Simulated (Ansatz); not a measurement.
The figure comes from a scan of WS2 (2H-MoS2 type, space group P6_3/mmc): one S atom of a 6-atom cell moves by s along Cartesian [110], with its periodic images. Calculation: r2SCAN+rVV10 (plane waves to 500 eV, PAW, scalar-relativistic; Ansatz, a program for electronic structure). k mesh 10×10×3 (Γ-centred), Fermi-Dirac smearing 0.05 eV. Energies are smeared free energies. Spin-orbit coupling is left out, though W is heavy. WS2 is run without spin polarisation. WS2 was relaxed with its symmetry unable to fall. The zero of ΔE is the undisplaced structure.

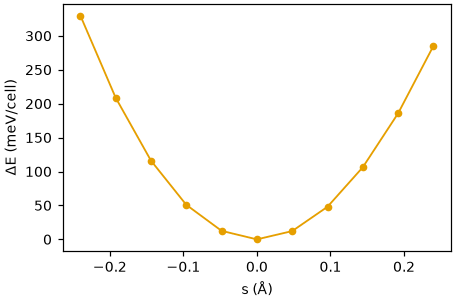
*ΔE (meV/cell) against s (Å); computed points joined by lines.*

**Question.** Turn the plot into a table (rounded to what can be read).

**Answer.** To the nearest 5:

```
s (Å)   ΔE (meV/cell)
------  -------------
-0.240            330
-0.192            210
-0.144            115
-0.096             50
-0.048             15
0.000               0
0.048              10
0.096              50
0.144             105
0.192             185
0.240             285
```

(For displaced atoms, the force is minus the slope of the energy, and its curvature is a force constant, which sets phonon frequencies.)
